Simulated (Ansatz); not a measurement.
F₂···F₂

Input file:

```
crystal:
  periodic: [false, false, false]
  atoms:
    - {symbol: F, position_ang: [-0.619246, 0.288472, -1.655601]}
    - {symbol: F, position_ang: [0.546856, -0.354240, -2.001542]}
    - {symbol: F, position_ang: [-0.144193, 0.111832, 1.169227]}
    - {symbol: F, position_ang: [0.216583, -0.046064, 2.487816]}
basis:
  gaussian: {orbitals: "def2-TZVPPD.json"}
hamiltonian: {xc: pbe0, dispersion: d4}
output: {orbitals: {seedname: orbitals}}
```

Launched as:

```sh
ansatz run in.yaml --threads 2 --pin off --events-out ev --progress --plain --max-ram 5222MiB
```

Geometry: PBE0-D4/def2-TZVP.

Method: Ansatz 0.2.0, RKS PBE0-D4/def2-TZVPPD.

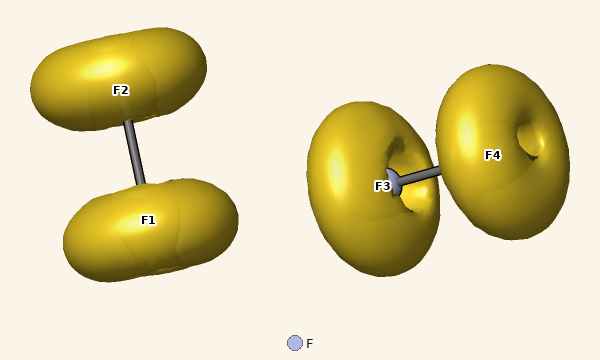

Figure 1. Isosurface of the electron localisation function at 0.75 (yellow), seen at a tilt. Only the valence region is drawn (cores and ρ < 0.01 e/Å³ removed).

### Describe the localisation domains.

At this value the surface marks out four regions wrapped around F (its lone pairs, merged into a ring or cap). Profiles from the grid: F1···F3 (2.87 Å): the ELF dips to about 0 between them (a weak contact between the two molecules). F–F (1.38 Å): the ELF peaks at about 0.65 between the atoms.

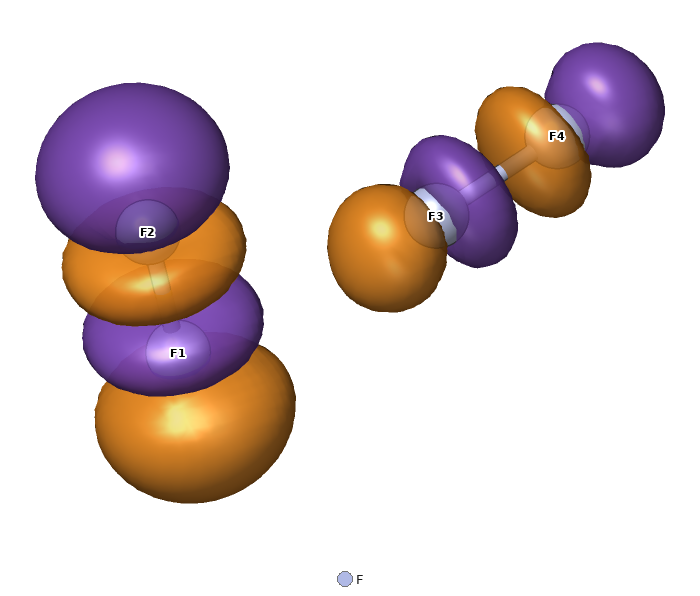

Figure 2. The LUMO at ±0.1 Å⁻³ᐟ² (orange and purple are the two phases), seen at an oblique angle.

### Where does this orbital lie, and at what energy?

Its weight (Hirshfeld) is mainly on F1 (about 40 %), F2 (about 40 %), F4 (about 10 %) and F3 (about 10 %); it is symmetric in the molecular plane (an in-plane orbital: σ, lone-pair or in-plane π type). Its energy is −3.43 eV.

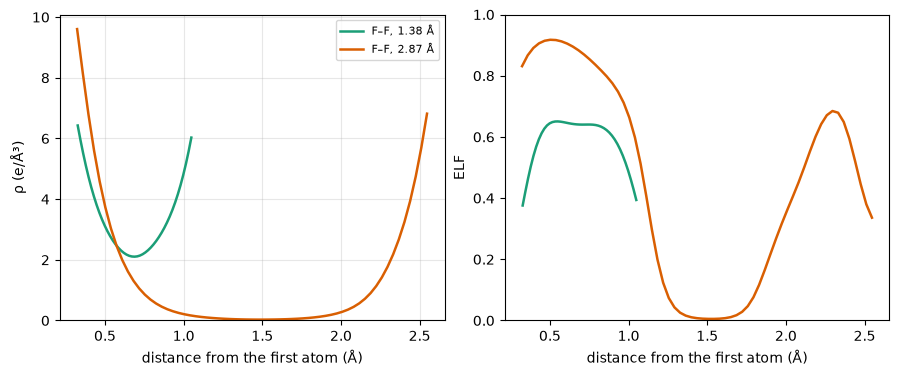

Figure 3. Electron density and ELF along straight lines between neighbouring atoms. The curves leave out the atomic cores.

### Compare the contacts.

F–F (1.38 Å): ρ is about 2.1 e/Å³ halfway; the ELF peaks at about 0.65 between the atoms.
F1···F3 (2.87 Å): the density falls to about 0.03 e/Å³ on the way; the ELF dips to about 0 between them (a non-bonded, intermolecular contact).
